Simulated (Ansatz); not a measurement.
System: Zn3Cd2Se5.

```
CELL_PARAMETERS angstrom
4.16509 0.00000 0.00000
0.00000 4.16509 0.00000
0.00000 0.00000 29.85135
ATOMIC_POSITIONS crystal
Zn 0.00000 0.00000 0.40697
Zn 0.50000 0.50000 0.90697
Zn 0.00000 0.00000 0.00000
Zn 0.50000 0.50000 0.50000
Zn 0.50000 0.50000 0.09303
Zn 0.00000 0.00000 0.59303
Cd 0.50000 0.50000 0.30525
Cd 0.00000 0.00000 0.80525
Cd 0.00000 0.00000 0.19475
Cd 0.50000 0.50000 0.69475
Se 0.50000 0.00000 0.36080
Se 0.00000 0.50000 0.86080
Se 0.00000 0.50000 0.45350
Se 0.50000 0.00000 0.95350
Se 0.00000 0.50000 0.04650
Se 0.50000 0.00000 0.54650
Se 0.50000 0.00000 0.13920
Se 0.00000 0.50000 0.63920
Se 0.00000 0.50000 0.25000
Se 0.50000 0.00000 0.75000
```

Space group I-4m2; a structure generated by program, which may or may not match a known phase.

Theory: DFT PBE, scalar-relativistic, plane waves, PAW (Ansatz).

Predict the valence pseudo-density and electron localisation function between the atoms.

Answer. Zn–Se (2.50 Å): ρ at the midpoint is about 0.43 e/Å³; the ELF is about 0.60 at the midpoint.
Cd–Se (2.66 Å): ρ at the midpoint is about 0.37 e/Å³; the ELF is about 0.40 at the midpoint.

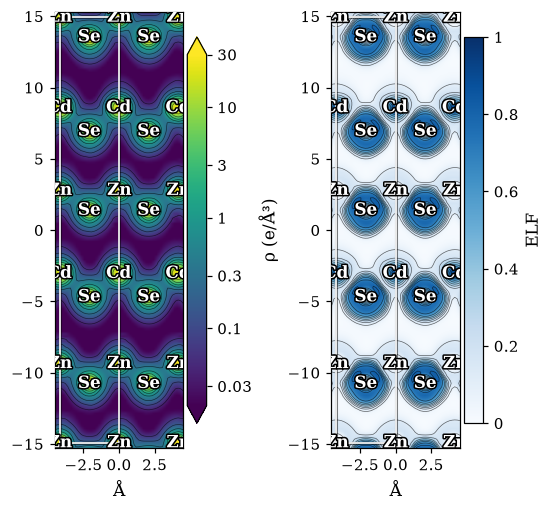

Computed valence pseudo-density and electron localisation function on the (010) plane of the conventional cell, in this order. 

Core electrons are frozen (PAW), and the valence fields are smoothed inside the atomic spheres.
